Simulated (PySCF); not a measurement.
Vertical excitations of a molecule C₃H₁₀OSi₂ from TDA-CAM-B3LYP/def2-SVPD run with PySCF, as energy in eV (oscillator strength): 3.19 (0.005), 6.06 (0.105), 6.48 (0.007), 6.64 (0.029), 6.93 (0.014), 6.96 (0.041). Lowest triplet (TDA): 2.48 eV. The structure is a stationary point at B3LYP-D3(BJ)/def2-SVP. The values are those of a single conformer.

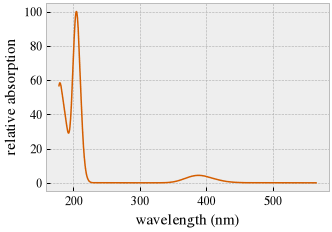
*The lines broadened by 0.4 eV.*

Q: Pick the molecule that these values belong to.
(A) C[Si](C)([SiH3])C=O
(B) C/C(=C\[SiH3])O[SiH3]
(C) C1C[SiH2]C[SiH2]O1
(D) [SiH3]/C=C/CO[SiH3]

A: A, C[Si](C)([SiH3])C=O
